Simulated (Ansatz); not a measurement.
# Sb2Se3 (Antimonselite, Pnma): the cell at rest

Task: relax Sb2Se3 (Antimonselite, Pnma) tightly.

Program: Ansatz 0.2.0. Level of theory: DFT PBEsol, scalar-relativistic, plane waves, PAW; PAW set soft_1. Results are calculated unless marked as measured.

**1. The structure**

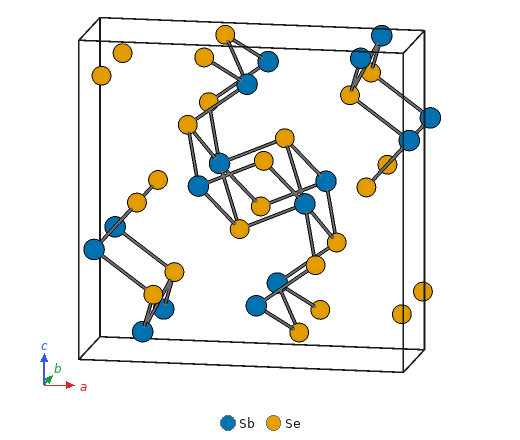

Start, viewed slightly off an axis; antimony blue, selenium orange. 1×2×1 cells are drawn. Bonds to atoms that aren't drawn are left out.

**2. A coarse first look**

A quick single point on a coarse mesh tells whether the cell has a gap and how far it is from rest, which sets the k mesh and smearing that follow.

The input, input.yaml:

```yaml
crystal:
  lattice:
    - [11.77, 0.0, 0.0]
    - [0.0, 3.962, 0.0]
    - [0.0, 0.0, 11.62]
  atoms:
    - { symbol: Sb, position: [0.0305, 0.25, 0.328] }
    - { symbol: Sb, position: [0.9695, 0.75, 0.672] }
    - { symbol: Sb, position: [0.4695, 0.75, 0.828] }
    - { symbol: Sb, position: [0.5305, 0.25, 0.172] }
    - { symbol: Sb, position: [0.1478, 0.75, 0.0397] }
    - { symbol: Sb, position: [0.8522, 0.25, 0.9603] }
    - { symbol: Sb, position: [0.3522, 0.25, 0.5397] }
    - { symbol: Sb, position: [0.6478, 0.75, 0.4603] }
    - { symbol: Se, position: [0.0534, 0.25, 0.8732] }
    - { symbol: Se, position: [0.9466, 0.75, 0.1268] }
    - { symbol: Se, position: [0.4466, 0.75, 0.3732] }
    - { symbol: Se, position: [0.5534, 0.25, 0.6268] }
    - { symbol: Se, position: [0.1302, 0.75, 0.4434] }
    - { symbol: Se, position: [0.8698, 0.25, 0.5566] }
    - { symbol: Se, position: [0.3698, 0.25, 0.9434] }
    - { symbol: Se, position: [0.6302, 0.75, 0.0566] }
    - { symbol: Se, position: [0.2132, 0.25, 0.1935] }
    - { symbol: Se, position: [0.7868, 0.75, 0.8065] }
    - { symbol: Se, position: [0.2868, 0.75, 0.6935] }
    - { symbol: Se, position: [0.7132, 0.25, 0.3065] }
kpoints:
  mp_grid: { grid: [2, 4, 2] }
hamiltonian:
  xc: pbesol
  pseudopotentials: { kind: paw, azcp: { folder: soft_1 }, xc_functional: pbe }
scf:
  occupations: { method: gaussian, width: 0.1 }
output:
  forces: true
  stress: true
  eigenvalues: true
```

Started as:

```sh
$ ansatz run input.yaml --threads 16 --pin off --max-ram 61440MiB --backend cuda --events-out ev --progress --plain --runs-dir out
```

Numbers of over 12 decimals in the logs are rounded to 6 here.

Output:

```text
Engine: ansatz 0.2.0, aarch64-unknown-linux-gnu
Pseudopotentials: kind: paw
Pseudopotential: Sb, paw, valence charge 15, recommended cutoff 420 eV (normal), soft_1/Sb.paw.azcp
Pseudopotential: Se, paw, valence charge 16, recommended cutoff 420 eV (normal), soft_1/Se.paw.azcp
Functional definition: PBEsol
  exchange = pbesol_x
  correlation = pbesol_c
device memory: the entry about to start is reckoned to put 21.0 GiB on a device that reports 182.5 GiB free
GPU FFT provider: cuFFT
GPU libraries: cuBLAS 13.8.1, cuFFT 12.4.0, cuSOLVER 12.3.2
[...]
Initial wavefunctions: pseudopotential atomic-orbital guess
GPU buffer pool allocated for 172800 grid points (all kernels)
GPU transforms: local potential and band sums: pruned to the plane-wave sphere, on 80×27×80
Functional: x = pbesol(κ = 0.804, μ = 0.123457), c = pbesol(β = 0.046)
SCF iter   1: F=—  HF=-116362.101400 eV  |F-HF|=—  |Δ(HF+E_count)|=         —  Δρ=2.61e-2  dr2=4.30e0  ethr=3.10e-3  ⟨swp⟩=6.2  Hψ=8632  notcnv=0  defer=17
[...]
k-point 2: bands = [... 152 lower, 7.5372, 7.7926, 7.8146, 7.8399, 9.3853, 9.7433, 10.0354, 10.3066, ... 20 higher]
  k-point 11: bands = [... 152 lower, 7.3441, 7.3441, 7.3441, 7.3441, 9.8393, 9.8393, 9.8393, 9.8393, ... 20 higher]
```

The job ended after 1.9 s (1 × NVIDIA GB200 with 16 threads of Arm Neoverse V2, shared host; peak memory 1.2 GiB).

A gap read on the k-mesh alone can miss the band edges.

Numbers from this step:

```
pressure           : 0.3733 GPa
gap on the k-mesh  : 0.9753 eV
volume per atom    : 27.09 Å³
direct gap on mesh : 1.051 eV
```

The coarse mesh shows a gap of 0.98 eV and a pressure of 0.4 GPa.

**3. Relaxation**

The cell and atoms are relaxed, since residual forces and stress would shift the frequencies.

Edit input.yaml of step 2 so:

```diff
@@ -27,3 +27,3 @@
 kpoints:
-  mp_grid: { grid: [2, 4, 2] }
+  mp_grid: { grid: [2, 6, 2] }
 hamiltonian:
@@ -32,3 +32,3 @@
 scf:
-  occupations: { method: gaussian, width: 0.1 }
+  occupations: { method: gaussian, width: 0.02 }
 output:
@@ -37 +37,6 @@
   eigenvalues: true
+relax:
+  adjacent_minimum: "off"
+  f_tol: 0.005
+  max_steps: 80
+  cell: { stress_tol: 0.05 }
```

Output:

```text
[...]
Crystal: 20 atoms, lattice volume = 541.872 Å³
Basis set: ecut = 420 eV, 10641 PW (Γ), exchange–correlation on 160×54×160 points (8 copies of the dense FFT grid, shifted against one another)
Bands: 188, of which v1, the nominal top of the filled ones, is band 156 counted from 1 (155 counted from 0)
Symmetry: 8 space group operations
[...]
k-points: 16 of 24
[...]
SCF iter   1: F=—  HF=-116362.036102 eV  |F-HF|=—  |Δ(HF+E_count)|=         —  Δρ=2.61e-2  dr2=4.29e0  ethr=3.10e-3  ⟨swp⟩=6.1  Hψ=11307  notcnv=0  defer=51
[...]
SCF iter   2: F=—  HF=-116361.050014 eV  |F-HF|=—  |Δ(HF+E_count)|=   9.86e-1  Δρ=1.38e-2  dr2=7.70e-1  ethr=1.38e-3  ⟨swp⟩=2.6  Hψ=3589  notcnv=0  defer=430
[...]
SCF iter  10: F=-116360.885469 eV  HF=-116360.885469 eV  |F-HF|=6.61e-9  |Δ(HF+E_count)|=   2.99e-7  Δρ=3.24e-6  dr2=9.13e-8  ethr=3.21e-11  ⟨swp⟩=12.5  Hψ=17508  notcnv=0
SCF 1 converged in 10 iterations: F = -116360.885469 eV  dr2 = 9.13e-8
[...]
relax step   1: F+E_penalty+E_count = -116360.88546893 eV  Δ(F+E_penalty+E_count) = +0.000e0 eV  max|allowed force component| = 2.945e-1 eV/Å  Δτ_max = 0.0000 Å  P = +0.451 GPa  Ω = 541.872 Å³  (10 SCF iters, dr2 threshold 1.00e-7 eV, accepted)
[...]
Crystal: 20 atoms, lattice volume = 525.328 Å³
Basis set: ecut = 420 eV, 10263 PW (Γ), exchange–correlation on 160×54×160 points (8 copies of the dense FFT grid, shifted against one another)
[...]
iter 1 solved again at ethr=5.15e-5 eV; its pass at ethr=3.10e-3 eV (dr2=1.61e-1 eV) is discarded
[...]
SCF iter   2: F=—  HF=-116360.909562 eV  |F-HF|=—  |Δ(HF+E_count)|=   4.29e-2  Δρ=3.30e-3  dr2=3.65e-2  ethr=5.15e-5  ⟨swp⟩=3.1  Hψ=4279  notcnv=0
[...]
SCF iter   7: F=-116360.902539 eV  HF=-116360.902539 eV  |F-HF|=1.86e-7  |Δ(HF+E_count)|=   1.86e-7  Δρ=1.25e-5  dr2=1.07e-6  ethr=6.41e-10  ⟨swp⟩=4.5  Hψ=14603  notcnv=0
SCF 2 converged in 7 iterations: F = -116360.902539 eV  dr2 = 1.07e-6
[...]
relax step   2: F+E_penalty+E_count = -116360.90253938 eV  Δ(F+E_penalty+E_count) = -1.707e-2 eV  max|allowed force component| = 3.041e-1 eV/Å  Δτ_max = 0.1458 Å  P = +0.319 GPa  Ω = 525.328 Å³  energy of the carried Pulay correction = +1.880e-3 eV  (7 SCF iters, dr2 threshold 2.00e-6 eV, accepted)
[...]
relax step   3: F+E_penalty+E_count = -116361.00035463 eV  Δ(F+E_penalty+E_count) = -9.782e-2 eV  max|allowed force component| = 8.259e-2 eV/Å  Δτ_max = 0.0764 Å  P = -0.329 GPa  Ω = 534.793 Å³  energy of the carried Pulay correction = +7.972e-4 eV  (7 SCF iters, dr2 threshold 2.00e-6 eV, accepted)
[...]
relax step   4: F+E_penalty+E_count = -116361.00786395 eV  Δ(F+E_penalty+E_count) = -7.509e-3 eV  max|allowed force component| = 1.192e-1 eV/Å  Δτ_max = 0.0520 Å  P = +0.111 GPa  Ω = 528.720 Å³  energy of the carried Pulay correction = +1.490e-3 eV  (7 SCF iters, dr2 threshold 5.27e-7 eV, accepted)
[...]
relax step   5: F+E_penalty+E_count = -116361.01331862 eV  Δ(F+E_penalty+E_count) = -5.455e-3 eV  max|allowed force component| = 3.519e-2 eV/Å  Δτ_max = 0.0331 Å  P = +0.006 GPa  Ω = 533.654 Å³  energy of the carried Pulay correction = +9.265e-4 eV  (6 SCF iters, dr2 threshold 8.89e-7 eV, accepted)
[...]
relax step   6: F+E_penalty+E_count = -116361.01638548 eV  Δ(F+E_penalty+E_count) = -3.067e-3 eV  max|allowed force component| = 1.129e-2 eV/Å  Δτ_max = 0.0152 Å  P = -0.001 GPa  Ω = 531.666 Å³  energy of the carried Pulay correction = +1.153e-3 eV  (6 SCF iters, dr2 threshold 7.74e-8 eV, accepted)
[...]
relax step   7: F+E_penalty+E_count = -116361.01655699 eV  Δ(F+E_penalty+E_count) = -1.715e-4 eV  max|allowed force component| = 5.717e-3 eV/Å  Δτ_max = 0.0037 Å  P = -0.003 GPa  Ω = 531.515 Å³  energy of the carried Pulay correction = +1.170e-3 eV  (7 SCF iters, dr2 threshold 7.96e-9 eV, accepted)
[...]
relax step   8: F+E_penalty+E_count = -116361.01658093 eV  Δ(F+E_penalty+E_count) = -2.394e-5 eV  max|allowed force component| = 4.072e-4 eV/Å  Δτ_max = 0.0010 Å  P = -0.001 GPa  Ω = 531.514 Å³  energy of the carried Pulay correction = +1.170e-3 eV  (6 SCF iters, dr2 threshold 2.04e-9 eV, accepted)
[...]
relax step   9: F+E_penalty+E_count = -116361.01549303 eV  Δ(F+E_penalty+E_count) = +1.088e-3 eV  max|allowed force component| = 3.576e-4 eV/Å  Δτ_max = 0.0000 Å  P = -0.002 GPa  Ω = 531.514 Å³  stress off target by 2.35e-3 GPa  SCF on the basis re-selected at this cell (its energy is not comparable with the rows above)  (6 SCF iters)
[...]
--- Relaxed structure (8 steps of the walk, 8 accepted, 1 SCFs on fresh bases) ---
  F+E_penalty+E_count = -116361.01549303 eV   max|allowed force component| = 3.576e-4 eV/Å   (the final SCF, on the basis selected at the relaxed cell)
  cell:  # Å, volume = 531.5140 Å³
    - [11.823255, 0.0, 0.0]
    - [0.0, 3.977506, 0.0]
    - [0.0, 0.0, 11.302300]
  atoms:
    - { symbol: Sb, position: [0.023956, 0.25, 0.329018] }
    - { symbol: Sb, position: [0.976044, 0.750000, 0.670982] }
    - { symbol: Sb, position: [0.476044, 0.750000, 0.829018] }
    - { symbol: Sb, position: [0.523956, 0.25, 0.170982] }
    - { symbol: Sb, position: [0.149408, 0.750000, 0.037787] }
    - { symbol: Sb, position: [0.850592, 0.25, 0.962213] }
    - { symbol: Sb, position: [0.350592, 0.25, 0.537787] }
    - { symbol: Sb, position: [0.649408, 0.750000, 0.462213] }
    - { symbol: Se, position: [0.052934, 0.25, 0.867035] }
    - { symbol: Se, position: [0.947066, 0.750000, 0.132965] }
    - { symbol: Se, position: [0.447066, 0.750000, 0.367035] }
    - { symbol: Se, position: [0.552934, 0.25, 0.632965] }
    - { symbol: Se, position: [0.129488, 0.750000, 0.447992] }
    - { symbol: Se, position: [0.870512, 0.25, 0.552008] }
    - { symbol: Se, position: [0.370512, 0.25, 0.947992] }
    - { symbol: Se, position: [0.629488, 0.750000, 0.052008] }
    - { symbol: Se, position: [0.214399, 0.25, 0.196237] }
    - { symbol: Se, position: [0.785601, 0.750000, 0.803763] }
    - { symbol: Se, position: [0.285601, 0.750000, 0.696237] }
    - { symbol: Se, position: [0.714399, 0.25, 0.303763] }
```

The job ended after 7.5 s (1 × NVIDIA GB200 with 16 threads; peak memory 1.2 GiB; 48 s of CPU time).

The steps of the relaxation:

```tsv
step	energy less that of the first step (eV)	largest force component (eV/Å)	pressure (GPa)	volume (Å³)
1	0.0000	0.2945	0.45	541.87
2	-0.0171	0.3041	0.32	525.33
3	-0.1149	0.0826	-0.33	534.79
4	-0.1224	0.1192	0.11	528.72
5	-0.1279	0.0352	0.01	533.65
6	-0.1309	0.0113	0.00	531.67
7	-0.1311	0.0057	0.00	531.51
8	-0.1311	0.0004	0.00	531.51
9	-0.1300	0.0004	0.00	531.51
```

The log counts 1 steps on a newly chosen plane-wave basis, not all of them marked here; energy and pressure can jump at such steps.

The run keeps the 8 symmetry operations that it works with, so distortions that break them were not tested.

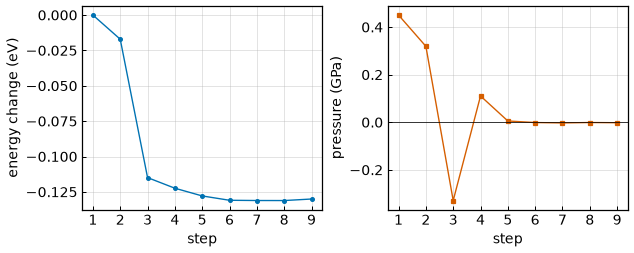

Energy and pressure along the relaxation.

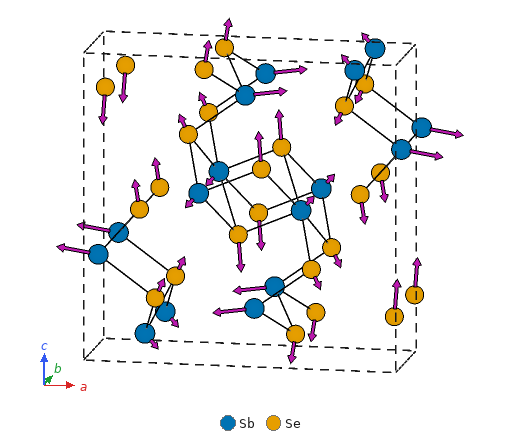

Displacements in the relaxation, exaggerated, measured against the changing cell; the longest in the cell stands for 0.08 Å. Bonds to atoms that aren't drawn are left out. 1×2×1 cells are drawn.

```tsv
conventional cell, symmetrised	before	after	change
a (Å)	11.770	11.823	+0.5 %
b (Å)	3.962	3.978	+0.4 %
c (Å)	11.620	11.302	-2.7 %
volume (Å³/atom)	27.09	26.58	-1.9 %
```

The atoms that moved most (Å, as changes of fractional coordinates times the final cell):

```tsv
atom	dx	dy	dz	length
Sb1	-0.077	0.000	0.012	0.078
Sb3	0.077	0.000	0.012	0.078
Sb2	0.077	0.000	-0.012	0.078
Sb4	-0.077	0.000	-0.012	0.078
Se12	-0.006	0.000	0.070	0.070
Se11	0.006	0.000	-0.070	0.070
Se10	0.006	0.000	0.070	0.070
Se9	-0.006	0.000	-0.070	0.070
```

This step gave:

```yaml
pressure: -0.001828 GPa
gap_on_the_k_mesh: 0.9015 eV
volume_per_atom: 26.58 Å³
direct_gap_on_mesh: 1.033 eV
```

In this step the volume went from 27.09 to 26.58 Å³/atom.

**4. Tight relaxation**

Phonons need a cell at rest on their own settings, so the relaxation is repeated with tight tolerances on forces and stress on the k mesh and occupations of the first response run.

The input, input.yaml:

```yaml
crystal:
  lattice:
    - [11.8232553514, 0.0, 0.0]
    - [0.0, 3.9775055625, 0.0]
    - [0.0, 0.0, 11.3022998892]
  atoms:
    - { symbol: Sb, position: [0.0239558352, 0.25, 0.3290182369] }
    - { symbol: Sb, position: [0.9760441648, 0.75, 0.6709817631] }
    - { symbol: Sb, position: [0.4760441648, 0.75, 0.8290182369] }
    - { symbol: Sb, position: [0.5239558352, 0.25, 0.1709817631] }
    - { symbol: Sb, position: [0.1494081562, 0.75, 0.0377868096] }
    - { symbol: Sb, position: [0.8505918438, 0.25, 0.9622131904] }
    - { symbol: Sb, position: [0.3505918438, 0.25, 0.5377868096] }
    - { symbol: Sb, position: [0.6494081562, 0.75, 0.4622131904] }
    - { symbol: Se, position: [0.0529335266, 0.25, 0.867035357] }
    - { symbol: Se, position: [0.9470664734, 0.75, 0.132964643] }
    - { symbol: Se, position: [0.4470664734, 0.75, 0.367035357] }
    - { symbol: Se, position: [0.5529335266, 0.25, 0.632964643] }
    - { symbol: Se, position: [0.1294884888, 0.75, 0.4479915887] }
    - { symbol: Se, position: [0.8705115112, 0.25, 0.5520084113] }
    - { symbol: Se, position: [0.3705115112, 0.25, 0.9479915887] }
    - { symbol: Se, position: [0.6294884888, 0.75, 0.0520084113] }
    - { symbol: Se, position: [0.2143989493, 0.25, 0.1962374651] }
    - { symbol: Se, position: [0.7856010507, 0.75, 0.8037625349] }
    - { symbol: Se, position: [0.2856010507, 0.75, 0.6962374651] }
    - { symbol: Se, position: [0.7143989493, 0.25, 0.3037625349] }
kpoints:
  mp_grid: { grid: [2, 8, 2] }
hamiltonian:
  xc: pbesol
  pseudopotentials: { kind: paw, azcp: { folder: soft_1 }, xc_functional: pbe }
scf:
  occupations: { method: fixed }
output:
  forces: true
  stress: true
  eigenvalues: true
relax:
  adjacent_minimum: "off"
  f_tol: 0.001
  max_steps: 60
  cell: { stress_tol: 0.01 }
```

Output:

```text
[...]
concurrent solve slots: 10 of 16 are kept, ahead of what memory takes: no pass of the eigensolver takes more rounds on 10
[...]
Crystal: 20 atoms, lattice volume = 531.514 Å³
Basis set: ecut = 420 eV, 10387 PW (Γ), exchange–correlation on 160×54×160 points (8 copies of the dense FFT grid, shifted against one another)
Bands: 188, of which v1, the nominal top of the filled ones, is band 156 counted from 1 (155 counted from 0)
Symmetry: 8 space group operations
[...]
- { symbol: Se, position: [0.947074, 0.75, 0.132490] }
    - { symbol: Se, position: [0.447074, 0.75, 0.367510] }
    - { symbol: Se, position: [0.552926, 0.25, 0.632490] }
    - { symbol: Se, position: [0.129426, 0.75, 0.448037] }
    - { symbol: Se, position: [0.870574, 0.25, 0.551963] }
    - { symbol: Se, position: [0.370574, 0.25, 0.948037] }
    - { symbol: Se, position: [0.629426, 0.75, 0.051963] }
    - { symbol: Se, position: [0.214436, 0.25, 0.195872] }
    - { symbol: Se, position: [0.785564, 0.75, 0.804128] }
    - { symbol: Se, position: [0.285564, 0.75, 0.695872] }
    - { symbol: Se, position: [0.714436, 0.25, 0.304128] }
[key lines of the parts left out:]
SCF converged after 7 iterations
```

Wall time 7 s (1 × NVIDIA GB200 with 16 threads); peak memory 1.3 GiB; 38 s of CPU time.

Step by step:

```tsv
step	energy less that of the first step (eV)	largest force component (eV/Å)	pressure (GPa)	volume (Å³)
1	0.0000	0.0122	0.02	531.51
2	0.0008	0.0311	-0.04	532.46
3	-0.0004	0.0044	0.00	531.80
4	-0.0004	0.0051	0.00	531.78
5	-0.0004	0.0041	0.00	531.89
6	-0.0004	0.0006	0.00	531.84
7	-0.0005	0.0006	0.00	531.84
```

The log counts 1 steps on a newly chosen plane-wave basis, not all of them marked here; energy and pressure can jump at such steps. Relaxation step 2 was tried and not accepted.

The run keeps the 8 symmetry operations that it works with, so distortions that break them were not tested.

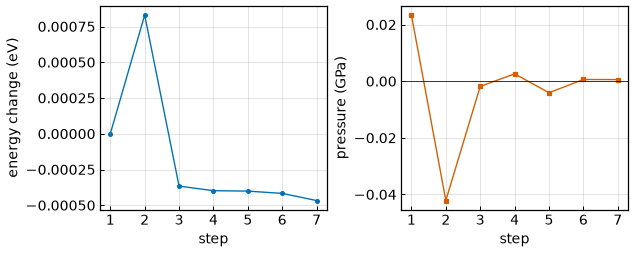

Energy and pressure along the relaxation.

```tsv
conventional cell, symmetrised	before	after	change
a (Å)	11.823	11.811	-0.1 %
b (Å)	3.978	3.978	+0.0 %
c (Å)	11.302	11.319	+0.1 %
volume (Å³/atom)	26.58	26.59	+0.1 %
```

Final coordinates:

```xyz
20
Lattice="11.8106 0.0000 0.0000 0.0000 3.9784 0.0000 0.0000 0.0000 11.3189" Properties=species:S:1:pos:R:3 pbc="T T T"
Sb    0.2861    0.9946    3.7230
Sb   11.5244    2.9838    7.5959
Sb    5.6191    2.9838    9.3824
Sb    6.1914    0.9946    1.9365
Sb    1.7674    2.9838    0.4242
Sb   10.0431    0.9946   10.8947
Sb    4.1379    0.9946    6.0836
Sb    7.6727    2.9838    5.2353
Se    0.6251    0.9946    9.8192
Se   11.1855    2.9838    1.4996
Se    5.2802    2.9838    4.1598
Se    6.5304    0.9946    7.1591
Se    1.5286    2.9838    5.0713
Se   10.2820    0.9946    6.2476
Se    4.3767    0.9946   10.7307
Se    7.4339    2.9838    0.5882
Se    2.5326    0.9946    2.2170
Se    9.2780    2.9838    9.1018
Se    3.3727    2.9838    7.8765
Se    8.4379    0.9946    3.4424
```

This step gave:

```yaml
pressure: 5.93e-4 GPa
gap_on_the_k_mesh: 0.8871 eV
volume_per_atom: 26.59 Å³
direct_gap_on_mesh: 1.015 eV
```

The largest force component left is 0.63 meV/Å and the pressure is 0.001 GPa, within the tolerances set. The cell now holds 26.59 Å³/atom.

**5. Summary of results**

| Quantity | Value |
| --- | --- |
| space group after relaxation (within 0.01 Å) | Pnma |
| lattice constant a | 11.811 Å |
| lattice constant b | 3.978 Å |
| lattice constant c | 11.319 Å |
| volume per atom | 26.6 Å³ |
| gap on the k-mesh | 0.887 eV |

**Reading.** The largest force component left is 0.63 meV/Å and the pressure is 0.001 GPa, within the tolerances set. The cell now holds 26.59 Å³/atom. The relaxation keeps the symmetry of its start, so it says nothing on stability against lower symmetry. Spin-orbit coupling is left out, which can matter for the heavy elements here. The PAW files were made for PBE and serve the other functionals too.

[Logs are printed without paths, hosts, clocks, repeated set-up lines and the standing remarks that a program may print on its own settings, such as how far it seeks lower states.]

[Hosts, paths, dates, database ids (printed as entryN), source tags and the programs' standing remarks are cut or masked in the printed files.]
